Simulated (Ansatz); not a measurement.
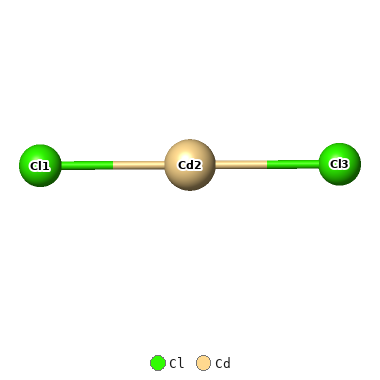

The system is CdCl2, SMILES [Cl][Cd][Cl]; the picture shows the reference structure. Coordinates scanned: (1) bond length Cl1–Cd2; (2) bond length Cd2–Cl3. Nothing is relaxed (all other coordinates rigid). The scan uses a 13 × 13 grid. Points are written as (first, second). Energies: kJ/mol, counted from the lowest grid point. The reference is spin-restricted, which grows unreliable where a bond is stretched far. Method: Ansatz, RKS PBE0-D4/def2-TZVP.

Its coordinates:

```yaml
atoms:
  - { symbol: Cl, position_ang: [1.5279, 1.3290, 0.9735] }
  - { symbol: Cd, position_ang: [-0.0038, -0.0214, -0.0045] }
  - { symbol: Cl, position_ang: [-1.5350, -1.3725, -0.9823] }
```

Range: bond length Cl1–Cd2 from 1.857 to 3.396 Å; bond length Cd2–Cl3 from 1.947 to 3.170 Å.

Predict the map.

The lowest grid point is at (2.241 Å, 2.253 Å). No other kind of well shows on this grid. The highest grid point, (1.857 Å, 3.170 Å), lies 411 kJ/mol above the lowest. Round the minimum the contours are nearly round: the two directions are equally stiff and uncoupled.

```tsv
bond length Cd2–Cl3 ↓, bond length Cl1–Cd2 →	1.857	1.985	2.113	2.241	2.370	2.498	2.626	2.755	2.883	3.011	3.140	3.268	3.396
3.170	411	276	213	192	196	215	241	270	301	331	360	386	410
3.068	386	252	189	168	173	192	218	248	278	308	338	364	389
2.966	360	226	163	143	147	167	194	224	254	285	314	341	366
2.864	333	200	137	116	122	141	168	199	231	260	290	317	343
2.762	306	173	110	90	95	115	143	174	206	236	265	293	319
2.660	280	147	84	64	70	90	117	149	181	212	242	269	295
2.558	255	122	60	40	46	66	94	126	158	190	220	248	274
2.457	235	101	39	20	26	46	74	106	139	171	201	229	255
2.355	220	87	24	5	11	32	60	92	125	157	188	216	243
2.253	216	82	19	0	6	27	56	88	121	153	185	213	240
2.151	227	92	30	10	17	38	66	99	132	165	196	225	252
2.049	263	127	63	44	50	71	100	133	166	199	231	260	287
1.947	335	197	133	113	119	140	169	202	235	268	300	329	357
```

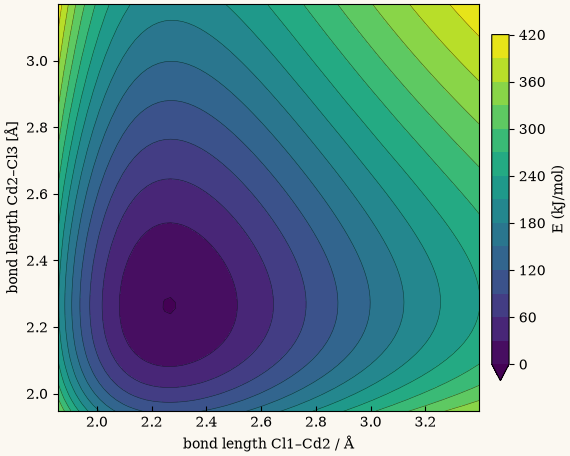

In the figure: filled contours. Between grid points the surface is interpolated.

Each point was launched as `ansatz run input.yaml --threads 1 --pin off --max-ram 2560MiB --backend cpu --events-out ev --progress --plain --runs-dir out`. The whole map (169 points run) took 11 min on 1 thread of Arm Neoverse V1 (shared host).
